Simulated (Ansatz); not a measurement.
# Cl2HInSi2: what the fields show

```xyz
6

Cl   -2.1975   -0.9604   -0.0609
Cl    0.2884    1.7138   -3.8092
In    1.3541    1.9785   -1.1700
Si   -1.1186   -0.1705   -1.6480
Si   -1.4244    1.9350   -2.3212
H    -0.2468   -1.2678   -2.1794
```

Geometry: PBE0-D3(BJ)/def2-SVP; core potentials replace the inner electrons of In.

Theory: isolated molecule in a Gaussian basis; Kohn-Sham density functional theory, functional PBE0 in Ansatz 0.2.0.

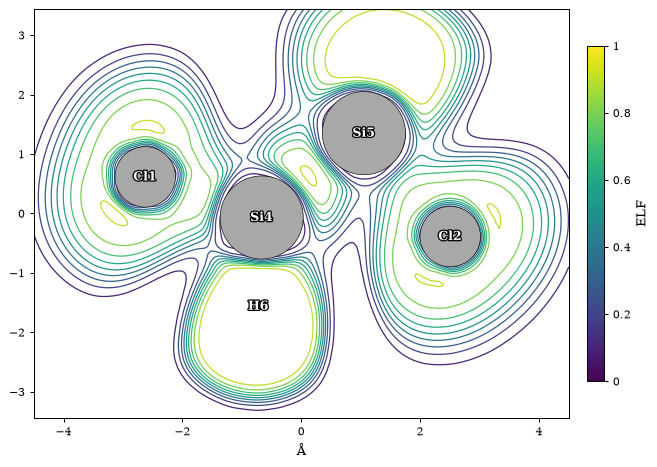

Figure 1. Electron localisation function on the plane of atoms Cl1, Si4 and H6. Grey discs cover the atomic cores.

**Read the bonding off the picture.**

The section cuts through Cl, Si and H sites. Si–Cl (2.08 Å): the ELF peaks at about 0.85 between the atoms: a polar covalent bond. Si–Si (2.23 Å): the ELF peaks at about 0.90 between the atoms (a covalent bond). Si–H (1.50 Å): the ELF climbs to about 1 towards the hydrogen, as it does in any bond to H. Si–Cl (2.28 Å): the ELF peaks at about 0.85 between the atoms (a polar covalent bond). The ELF also peaks beside Cl2, Cl1 and Si5, away from the bonds: lone-pair regions.

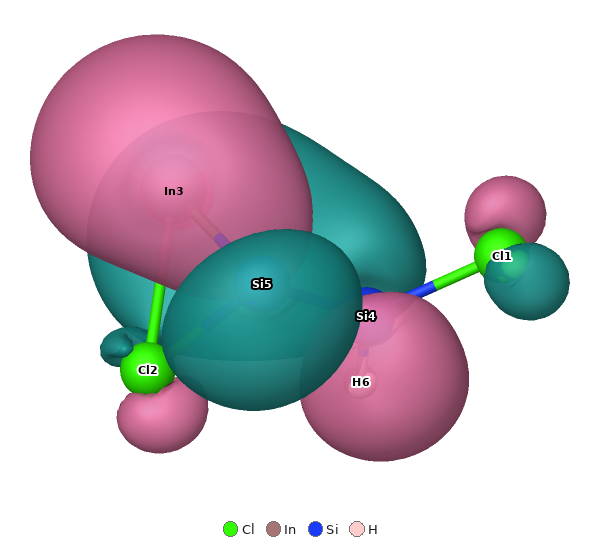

Figure 2. One frontier orbital at ±0.06 Å⁻³ᐟ² (teal and pink are the two phases), seen across its widest extent.

**Which orbital is it: HOMO or LUMO?**

The LUMO, at −2.86 eV. Its weight (Hirshfeld) is mainly on In3 (about 50 %), Si5 (about 25 %) and Si4 (about 20 %).

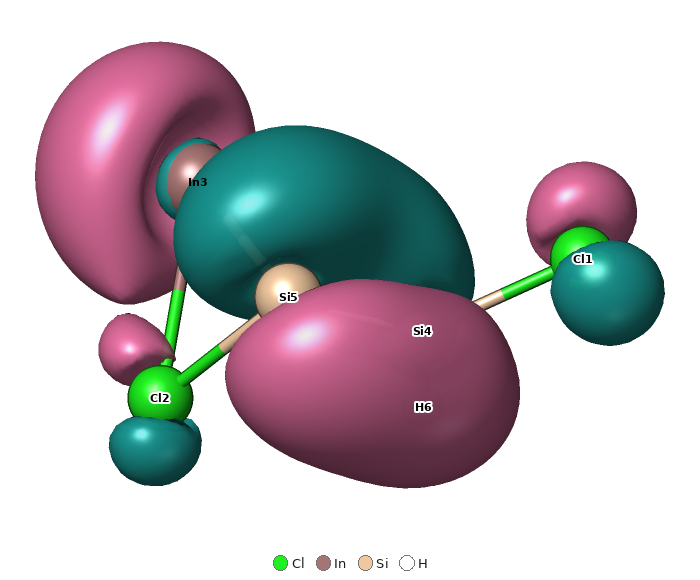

Figure 3. The HOMO at ±0.08 Å⁻³ᐟ² (teal and pink are the two phases), seen across its widest extent.

**Where does this orbital lie, and at what energy?**

By Hirshfeld shares it lies mainly on Si5 (about 30 %), Si4 (about 30 %) and In3 (about 30 %); π-bonding across Si5–Si4. Its energy is −5.80 eV.
